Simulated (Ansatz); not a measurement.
Consider CuH₆P₂ (charge +1).

```
atom    x (Å)    y (Å)    z (Å)
  Cu   0.0043   0.0090   0.0001
   P  -0.0005  -0.0135   2.2361
   H   0.8322  -0.9721   2.8859
   H  -1.2432  -0.2692   2.8879
   H   0.4032   1.1769   2.9102
   P   0.0020   0.0166  -2.2361
   H   1.2207   0.3529  -2.8966
   H  -0.8999   0.9061  -2.8917
   H  -0.3187  -1.2067  -2.8958
```

Geometry: PBE-D4/def2-SVP.

These are results of RKS PBE0-D4/def2-TZVP in Ansatz 0.2.0, not measurements.

**What can the converged electron density and electron localisation function tell about the bonding?**

Cu–P (2.24 Å): the density is about 0.61 e/Å³ at the midpoint; the ELF peaks at about 0.90 between the atoms.
P–H (1.43 Å): the density is about 1.1 e/Å³ at the midpoint; the ELF climbs to about 1 towards the hydrogen, as it does in any bond to H.

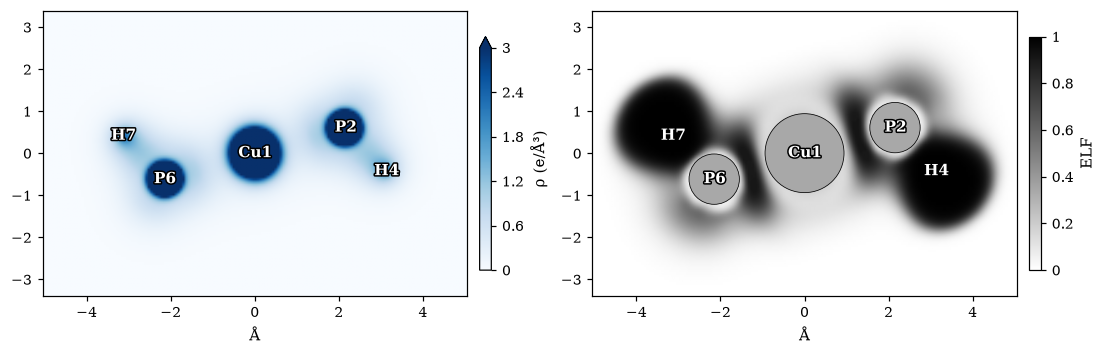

Computed electron density and electron localisation function on the plane of atoms Cu1, P6 and H7, in this order. Grey discs cover the atomic cores in the ELF map. 
